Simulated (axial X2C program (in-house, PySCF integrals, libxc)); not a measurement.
**Run report: AlN, relativistic diatomic calculation**

AlN. The reference is closed-shell AlN; the roots are vertical excitation energies. The distance is the PBE0 minimum at charge 0. Computed at this level: EOM-EE-CCSD, two-component X2C with atomic mean-field Coulomb and Gaunt terms, Al dyall-av3z, N dyall-av3z (cores contracted) (axial X2C program (in-house, PySCF integrals, libxc)).

### Input
```
{"zs": [13, 7], "q": 0, "bas": ["dyall-av3z", "dyall-av3z"], "r0": 1.73, "eom": "ee", "thr": -2.0, "nmax": 88}
```

The line is the task of a batch: nuclear charges, charge, bases, a first guess of the distance and further settings. This report covers the levels named above. The log is that of the reference distance 1.799 Å.

The run was one of a batch that the task file lists, launched with:
```bash
python <driver script> task.json out
```

### The program's output
```
two-component X2C + atomic mean field  HF
basis functions 122  fitting functions 639  grid points 4356
iter        total energy     max residual
   1       -296.678791860     7.47e-02
   2       -296.689317455     3.82e-03
   3       -296.689762150     1.56e-03
   4       -296.689811658     3.77e-04
   5       -296.689817530     2.83e-04
   6       -296.689818407     6.11e-05
   7       -296.689818521     9.42e-06
   8       -296.689818524     9.23e-07
   9       -296.689818524     2.89e-07
converged
one-electron -464.81416445  Coulomb 166.11564132  exact exchange -24.72835387  xc functional 0.00000000  nuclear repulsion 26.76771884  atomic mean-field constant -0.03066036
correlated 8  virtual 202  natural virtual 88  E(MP2) -0.202381431  MP2 remainder -0.026886331
iter   CCSD correlation   residual
   1     -0.200101517   1.66e-01
   2     -0.215334365   1.00e-01
   3     -0.219048829   6.43e-02
   4     -0.222754543   5.19e-02
   5     -0.226918473   3.54e-02
   6     -0.228215373   1.71e-02
   7     -0.228624128   9.61e-03
   8     -0.228917307   6.22e-03
   9     -0.228947363   4.13e-03
  10     -0.229020727   2.58e-03
  11     -0.229028796   1.33e-03
  12     -0.229046576   7.59e-04
  13     -0.229060971   4.93e-04
  14     -0.229066230   3.16e-04
  15     -0.229066718   2.04e-04
  16     -0.229061254   1.42e-04
  17     -0.229054434   1.01e-04
  18     -0.229050199   6.93e-05
  19     -0.229046486   4.97e-05
  20     -0.229044831   3.27e-05
  21     -0.229043974   2.20e-05
  22     -0.229043457   1.47e-05
  23     -0.229043166   9.61e-06
  24     -0.229042854   6.28e-06
  25     -0.229042767   3.98e-06
  26     -0.229042732   2.76e-06
  27     -0.229042755   1.92e-06
  28     -0.229042791   1.26e-06
  29     -0.229042825   9.31e-07
  30     -0.229042859   7.05e-07
  31     -0.229042889   5.08e-07
  32     -0.229042909   3.48e-07
(T) -0.016247533445583523  T1 0.0175  D1 0.0286  max T2 0.217
EOM-EE-CCSD roots
2*Omega      energy/Eh   energy/eV  one-particle weight
    0       0.07058886      1.9208      0.034
    0       0.07058905      1.9208      0.034
    0       0.10435223      2.8396      0.795  not converged
    0       0.10435224      2.8396      0.795
    0       0.10770182      2.9307      0.011  not converged
    2      -0.02010232     -0.5470      0.971
    2      -0.00355774     -0.0968      0.884
    2       0.07659687      2.0843      0.527
    2       0.10648219      2.8975      0.376
    4      -0.01724887     -0.4694      0.930
    4       0.03135422      0.8532      0.969
    4       0.07476785      2.0345      0.919
    6       0.15135495      4.1186      0.000
```

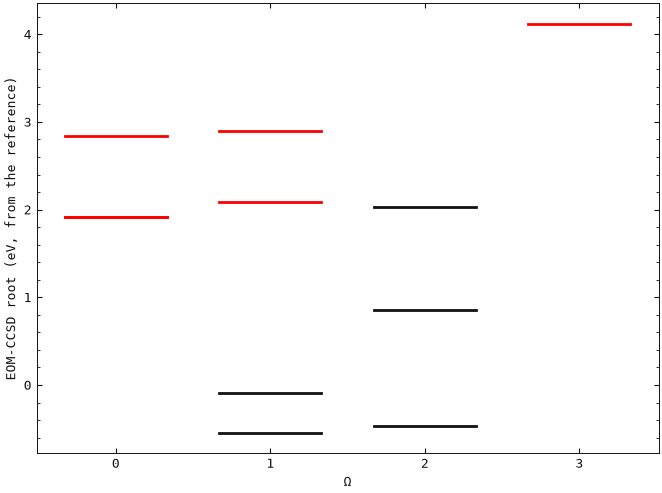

EOM-CCSD roots by Ω at 1.80 Å; roots whose one-particle weight is under 0.8 have the second colour. The lowest has Ω = 1 and lies at −0.547 eV, with one-particle weight 0.97. 6 of the 11 roots are less well described at this level.

### Results in brief

- outcome: converged
- HF energy of the reference AlN: −296.68982 hartree
- MP2 energy of the reference AlN: −296.89220 hartree
- CCSD energy of the reference AlN (with the MP2 share of the virtual spinors left out of the coupled-cluster step): −296.94575 hartree
- CCSD(T) energy of the reference AlN: −296.96200 hartree
- T1 diagnostic (spinor form; for a closed shell √2 times the usual value): 0.017
- hardware: 1 thread of Arm Neoverse V1, 112 GiB of memory available, shared host
- wall time: 30 s
- peak memory: 0.53 GiB

### Notes

To bear in mind: some roots did not converge.
